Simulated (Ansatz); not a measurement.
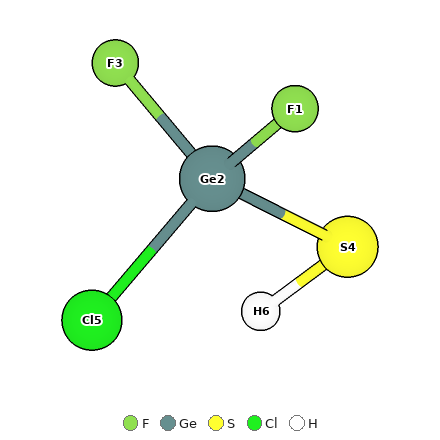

The system is ClF2GeHS, SMILES [F][Ge]([F])([SH])[Cl]; the picture shows the reference structure. The first coordinate is: angle F1–Ge2–S4; the second: dihedral F1–Ge2–S4–H6. Nothing is relaxed (all other coordinates rigid). Grid: 15 × 15 points. Points are written as (first, second). Energies are in eV, from the relaxed molecule at the same level. These are results of Ansatz 0.2.0, RHF/def2-SVP, not measurements.

Its coordinates:

```xyz
6

F     1.1936   -1.0347    1.3397
Ge    0.3180   -0.3523    0.0560
F    -0.3170   -1.6774   -0.7984
S    -1.2321    0.9260    0.8981
Cl    1.6601    0.6205   -1.2618
H    -1.5804    1.4539   -0.2798
```

Range: angle F1–Ge2–S4 from 63.1 to 153.1°; dihedral F1–Ge2–S4–H6 from −180 to 156°.

Question: What landscape does the calculation give?

Answer: The lowest grid point is at (108.1°, −36°), 0.00 eV from the relaxed molecule at the same level. The highest grid point, (63.1°, 12°), lies 4.49 eV above the lowest. Round the minimum the valley is somewhat tilted: raising angle F1–Ge2–S4 shifts the best value of dihedral F1–Ge2–S4–H6 downwards (coupling k₁₂/√(k₁₁k₂₂) about 0.5).

```
dihedral F1–Ge2–S4–H6 ↓, angle F1–Ge2–S4 →  63.1  69.5  76.0  82.4  88.8  95.2  101.7  108.1  114.5  121.0  127.4  133.8  140.2  146.7  153.1
                                       156  3.42  2.21  1.38  0.82  0.44  0.20   0.05   0.00   0.04   0.16   0.35   0.63   1.01   1.49   2.09
                                       132  3.85  2.51  1.58  0.96  0.54  0.26   0.09   0.02   0.03   0.14   0.32   0.59   0.95   1.43   2.02
                                       108  4.21  2.75  1.75  1.07  0.61  0.31   0.11   0.03   0.03   0.12   0.29   0.55   0.91   1.37   1.95
                                        84  4.25  2.78  1.77  1.09  0.63  0.31   0.12   0.03   0.03   0.12   0.29   0.55   0.90   1.36   1.94
                                        60  4.14  2.69  1.70  1.04  0.59  0.29   0.11   0.03   0.04   0.13   0.31   0.57   0.93   1.40   1.98
                                        36  4.23  2.68  1.64  0.98  0.54  0.25   0.09   0.02   0.05   0.16   0.35   0.62   0.99   1.47   2.06
                                        12  4.49  2.76  1.65  0.95  0.50  0.22   0.07   0.02   0.05   0.17   0.37   0.65   1.03   1.51   2.11
                                       −12  4.48  2.75  1.64  0.94  0.49  0.22   0.06   0.01   0.04   0.16   0.36   0.64   1.01   1.50   2.09
                                       −36  4.21  2.66  1.63  0.96  0.52  0.23   0.06   0.00   0.02   0.13   0.32   0.59   0.96   1.44   2.03
                                       −60  4.13  2.68  1.68  1.02  0.57  0.27   0.09   0.00   0.01   0.11   0.28   0.55   0.91   1.37   1.96
                                       −84  4.24  2.77  1.76  1.08  0.62  0.30   0.11   0.02   0.02   0.11   0.28   0.54   0.89   1.35   1.93
                                      −108  4.21  2.75  1.74  1.07  0.61  0.31   0.12   0.03   0.04   0.13   0.30   0.57   0.92   1.39   1.97
                                      −132  3.86  2.51  1.58  0.96  0.54  0.26   0.10   0.03   0.05   0.15   0.34   0.61   0.98   1.45   2.04
                                      −156  3.42  2.21  1.38  0.82  0.45  0.20   0.06   0.01   0.05   0.17   0.37   0.65   1.03   1.51   2.11
                                      −180  3.24  2.08  1.29  0.76  0.40  0.17   0.04   0.00   0.04   0.17   0.37   0.66   1.04   1.53   2.13
```

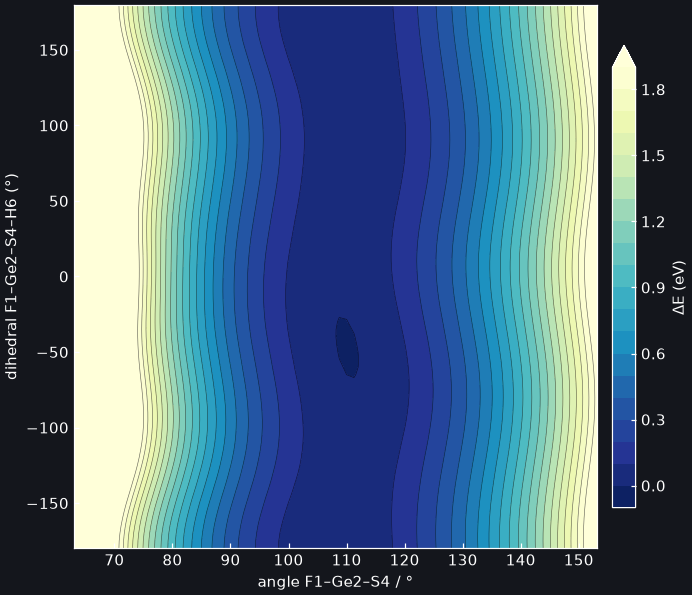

The picture shows filled contours, one colour for all values above the top of the scale. Between grid points the surface is interpolated.

Time for the 225 points that were run: 10 min on 1 thread of Arm Neoverse V1, with other jobs on the host.
